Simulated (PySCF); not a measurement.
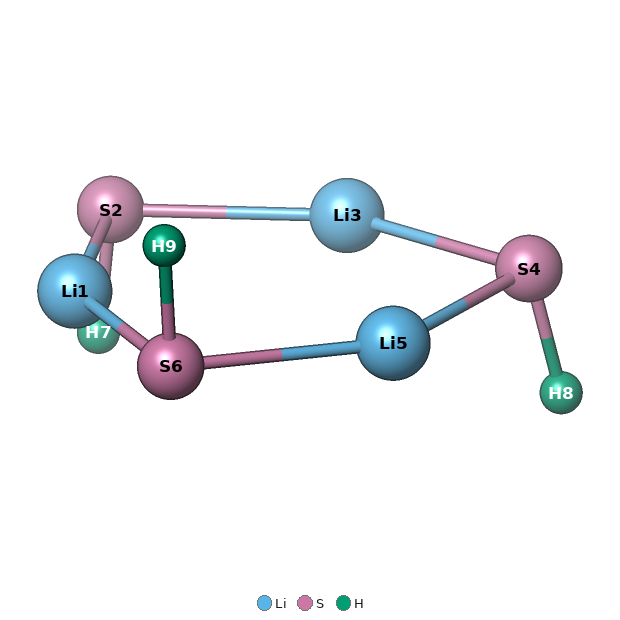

Distant atoms are faded towards the background colour. Computed geometry: PBE0-D3(BJ)/def2-SVP optimisation. No frequency run is at hand to confirm it as a minimum.

**What is the conformation of the ring Li1–S2–Li3–S4–Li5–S6?**

It is planar. The Cremer–Pople amplitude Q is 0.06 Å.

**Give the torsion angles round the ring, beginning with the bond from its second to its third atom.**

1°, 1°, −5°, 6°, −2°, 0°.
